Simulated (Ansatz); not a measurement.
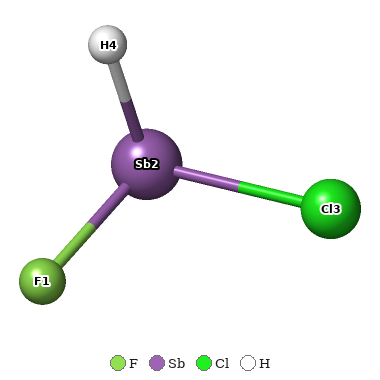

The system is ClFHSb, SMILES [F][SbH][Cl]; the picture shows the reference structure. First axis: bond length F1–Sb2. Second axis: bond length Sb2–H4. Nothing is relaxed (all other coordinates rigid). The scan uses a 15 × 15 grid. Points are written as (first, second). Energies: kcal/mol, counted from the relaxed molecule at the same level. The reference is spin-restricted, which grows unreliable where a bond is stretched far. Method: RKS SPW92 (LDA)/def2-TZVP in Ansatz.

Its coordinates:

```xyz
4

F    -1.5606    0.2626    0.5132
Sb   -0.2083   -0.2248   -0.7465
Cl    1.1791   -1.3671    0.7368
H     0.6454    1.2690   -0.5238
```

Range: bond length F1–Sb2 from 1.682 to 2.389 Å; bond length Sb2–H4 from 1.423 to 2.602 Å.

Predict the map.

The lowest grid point is at (1.935 Å, 1.760 Å), 0.23 kcal/mol from the relaxed molecule at the same level. It is the only kind of minimum in the scanned range. The highest grid point, (2.389 Å, 2.602 Å), lies 68.7 kcal/mol above the lowest. Round the minimum the two coordinates are nearly uncoupled.

| bond length Sb2–H4 ↓, bond length F1–Sb2 → | 1.682 | 1.732 | 1.783 | 1.834 | 1.884 | 1.935 | 1.985 | 2.036 | 2.086 | 2.137 | 2.187 | 2.238 | 2.288 | 2.339 | 2.389 |
| --- | --- | --- | --- | --- | --- | --- | --- | --- | --- | --- | --- | --- | --- | --- | --- |
| 2.602 | 58.8 | 49.6 | 43.7 | 40.3 | 39.0 | 39.2 | 40.5 | 42.8 | 45.6 | 49.0 | 52.7 | 56.6 | 60.6 | 64.8 | 68.9 |
| 2.518 | 54.5 | 45.4 | 39.4 | 36.0 | 34.7 | 34.8 | 36.2 | 38.4 | 41.2 | 44.6 | 48.2 | 52.2 | 56.2 | 60.4 | 64.5 |
| 2.434 | 50.1 | 41.0 | 35.0 | 31.6 | 30.2 | 30.4 | 31.7 | 33.9 | 36.7 | 40.1 | 43.7 | 47.6 | 51.6 | 55.8 | 59.9 |
| 2.349 | 45.6 | 36.4 | 30.4 | 27.0 | 25.6 | 25.7 | 27.0 | 29.2 | 32.0 | 35.3 | 38.9 | 42.9 | 46.8 | 51.0 | 55.1 |
| 2.265 | 41.1 | 31.9 | 25.8 | 22.4 | 21.0 | 21.1 | 22.3 | 24.5 | 27.3 | 30.6 | 34.2 | 38.1 | 42.1 | 46.2 | 50.3 |
| 2.181 | 36.6 | 27.4 | 21.3 | 17.8 | 16.4 | 16.5 | 17.7 | 19.9 | 22.6 | 25.9 | 29.5 | 33.4 | 37.4 | 41.5 | 45.5 |
| 2.097 | 32.4 | 23.1 | 16.9 | 13.4 | 12.0 | 12.0 | 13.3 | 15.4 | 18.1 | 21.4 | 25.0 | 28.9 | 32.8 | 36.9 | 40.9 |
| 2.012 | 28.4 | 19.0 | 12.9 | 9.3 | 7.9 | 7.9 | 9.1 | 11.2 | 13.9 | 17.2 | 20.7 | 24.6 | 28.5 | 32.6 | 36.6 |
| 1.928 | 25.0 | 15.6 | 9.4 | 5.9 | 4.3 | 4.3 | 5.5 | 7.6 | 10.3 | 13.6 | 17.1 | 20.9 | 24.8 | 28.9 | 32.9 |
| 1.844 | 22.5 | 13.1 | 6.8 | 3.2 | 1.7 | 1.6 | 2.8 | 4.9 | 7.5 | 10.8 | 14.3 | 18.1 | 22.0 | 26.1 | 30.1 |
| 1.760 | 21.3 | 11.8 | 5.5 | 1.9 | 0.3 | 0.2 | 1.4 | 3.4 | 6.1 | 9.3 | 12.8 | 16.6 | 20.5 | 24.6 | 28.6 |
| 1.675 | 22.0 | 12.4 | 6.1 | 2.4 | 0.8 | 0.7 | 1.8 | 3.8 | 6.5 | 9.7 | 13.2 | 17.0 | 20.9 | 24.9 | 28.9 |
| 1.591 | 25.3 | 15.7 | 9.3 | 5.6 | 3.9 | 3.8 | 4.9 | 6.9 | 9.5 | 12.7 | 16.2 | 20.0 | 23.9 | 27.9 | 31.9 |
| 1.507 | 32.4 | 22.7 | 16.3 | 12.5 | 10.8 | 10.7 | 11.7 | 13.7 | 16.4 | 19.5 | 23.0 | 26.8 | 30.7 | 34.7 | 38.7 |
| 1.423 | 44.7 | 35.0 | 28.5 | 24.7 | 22.9 | 22.8 | 23.8 | 25.8 | 28.4 | 31.6 | 35.1 | 38.8 | 42.7 | 46.7 | 50.7 |

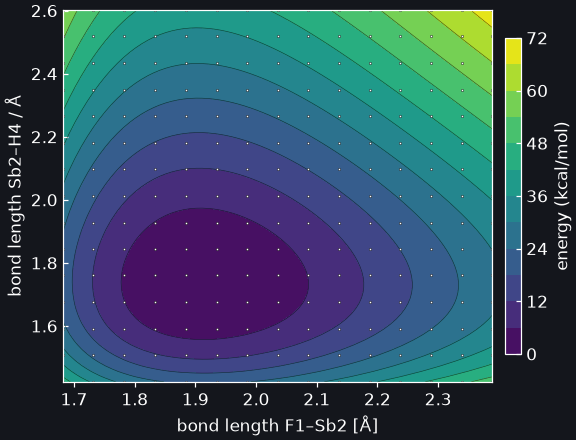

In the figure: filled contours, dots at the grid points. Between grid points the surface is interpolated.

Time for the 225 points that were run: 6.4 min on 1 thread of Arm Neoverse V2, with other jobs on the host.
